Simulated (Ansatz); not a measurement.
Formation energy of the bound charge states of Sb_Si in alpha quartz (start: the Si site; 72-site cell, 2×2×2 Γ-centred sampling) against the Fermi level, O-rich (Δμ(Si) = -8.33 eV, Δμ(Sb) = -3.92 eV, bounded by SbO2 (C2/c); only phases computed here count, gases as isolated molecules at 0 K). Method: PBE, PAW (plane waves to 420 eV; Ansatz, an electronic-structure program).

Set-up: 72-site cell; 2×2×2 Γ-centred k-points; host gap 5.68 eV; charged states image-corrected; no spin–orbit coupling; energies good to tenths of an eV; flagged in the runs: a host whose relaxation on this sampling wasn't shown to rest, a strain field that reaches the edge of the cell.

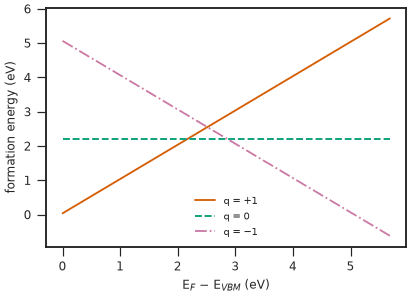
Formation energy of each charge state against the Fermi level

Crossings of the lowest lines: (+1/0) at 2.17 eV; (0/−1) at 2.86 eV. At the valence-band maximum: q = +1: 0.036 eV; q = 0: 2.20 eV; q = −1: 5.06 eV.
